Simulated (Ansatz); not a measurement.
# N2H3 (hydrazinyl radical): U-revPBE/STO-3G

Aim: the electronic atomisation energy of N2H3 (hydrazinyl radical) at U-revPBE/STO-3G, from 3 runs. 

The calculation is run with Ansatz 0.2.0.

34 further runs of the same task are left out: 34 set aside as unsound or not needed.

## 1. Starting point

The species is N2H3 (5 atoms), meant as a doublet with charge 0. SMILES: `[NH]N`. The shape is that of a GFN2-xTB optimisation. This is one conformer, not always the lowest.

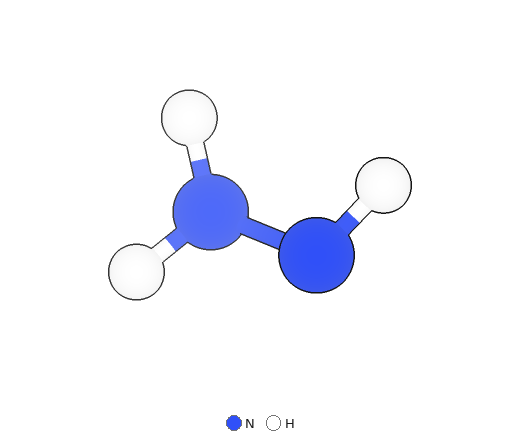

Viewed from a chosen angle; nitrogen blue, hydrogen white.

## 2. A single-point energy at U-revPBE/STO-3G

The input, input.yaml:

```yaml
crystal:
  periodic: [false, false, false]
  atoms:
    - {symbol: "N", position_ang: [-0.174970, -0.805480, 0.447260]}
    - {symbol: N, position_ang: [-0.126270, 0.251970, -0.365880]}
    - {symbol: H, position_ang: [0.751750, -0.989150, 0.831090]}
    - {symbol: H, position_ang: [-1.043070, 0.577800, -0.638700]}
    - {symbol: H, position_ang: [0.592550, 0.964850, -0.273770]}
basis:
  gaussian:
    orbitals: STO-3G
magnetization:
  spin_polarized: true
  initial_magnetization: 1
hamiltonian:
  xc: {name: revPBE}
accuracy: high
```

The run is started by

```
$ ansatz run input.yaml --threads 1 --pin off --max-ram 2610MiB --events-out events.jsonl --progress --plain --runs-dir runs
```

Output:

```text
Warning: RAYON_NUM_THREADS=1 ignored (pool sized by the plan → 1); use --threads N
Functional definition: revPBE
  name "revPBE"
  parameter kappa = 1.245
  parameter beta = 0.06672455060314922
  exchange = pbe_x(kappa = kappa, mu = beta*pi^2/3)
  correlation = pbe_c(beta = beta)
209 factors; integrals over basis functions are off by at most 1.2e-8 eV
mean field evaluation 1: about -2984.7236 eV, gradient 1.1e1 eV
mean field evaluation 2: about -2983.9211 eV, gradient 1.7e1 eV
mean field evaluation 4: about -2985.6554 eV, gradient 6.4e-1 eV
mean field evaluation 8: about -2985.6211 eV, gradient 3.2e-3 eV
mean field evaluation 16: about -2985.6211 eV, gradient 9.6e-8 eV
mean field -2985.62107465 eV, -109.7195507668 hartree, gradient 1.9e-8 eV, S^2 0.750918; 0 other end points of the search recorded, 0 dependent functions left out
reference -2985.62107681 eV, -109.7195508461 hartree; 9, 8 occupied and 4, 5 virtual orbitals, 209 factors
Total energy: -2985.62107681 eV, -109.7195508461 hartree
```

It took 1.3 s on 1 thread of Arm Neoverse V1, shared host; peak memory 0.11 GiB.

## 3. The H atom

The input, run.yaml:

```yaml
crystal:
  periodic: [false, false, false]
  atoms:
    - {symbol: H, position_ang: [0.000000, 0.000000, 0.000000]}
basis:
  gaussian:
    orbitals: STO-3G
magnetization:
  spin_polarized: true
  initial_magnetization: 1
hamiltonian:
  xc: {name: revPBE}
accuracy: high
```

Run the same way, it converges to -0.47010 Eh (log not shown).

## 4. The N atom, same level

The input, input.yaml:

```yaml
crystal:
  periodic: [false, false, false]
  atoms:
    - symbol: N
      position_ang: [0.000000, 0.000000, 0.000000]
basis:
  gaussian:
    orbitals: STO-3G
magnetization:
  spin_polarized: true
  initial_magnetization: 3
hamiltonian:
  xc: {name: revPBE}
accuracy: high
```

The run is started by

```
$ ansatz run input.yaml --threads 1 --pin off --max-ram 2610MiB --events-out events.jsonl --progress --plain --runs-dir runs
```

Output:

```text
Warning: RAYON_NUM_THREADS=1 ignored (pool sized by the plan → 1); use --threads N
Functional definition: revPBE
  name "revPBE"
  parameter kappa = 1.245
  parameter beta = 0.06672455060314922
  exchange = pbe_x(kappa = kappa, mu = beta*pi^2/3)
  correlation = pbe_c(beta = beta)
15 factors; integrals over basis functions are off by at most 1.1e-9 eV
mean field evaluation 1: about -1466.0095 eV, gradient 6.7e-10 eV
mean field evaluation 2: about -1466.0098 eV, gradient 3.0e-9 eV
mean field -1466.00983731 eV, -53.8748678241 hartree, gradient 0.0e0 eV, S^2 3.750000; 0 other end points of the search recorded, 0 dependent functions left out
reference -1466.00983839 eV, -53.8748678637 hartree; 5, 2 occupied and 0, 3 virtual orbitals, 15 factors
Total energy: -1466.00983839 eV, -53.8748678637 hartree
```

It took 0.16 s on 1 thread of Arm Neoverse V1, shared host.

## 5. Outcome

At U-revPBE/STO-3G:

| quantity | value |
| --- | --- |
| molecule: total energy | -109.71955 Eh |
| molecule: ⟨S²⟩ | 0.751 |
| H atom: total energy | -0.47010 Eh |
| H atom: ⟨S²⟩ | 0.750 |
| N atom: total energy | -53.87487 Eh |
| N atom: ⟨S²⟩ | 3.750 |
| electronic atomisation energy | 15.225 eV |

In words: Taking the molecule apart into free atoms costs 15.23 eV (1469 kJ/mol), before zero-point energy and without spin-orbit coupling. In a minimal basis such a difference can be off by several eV, whatever the method.
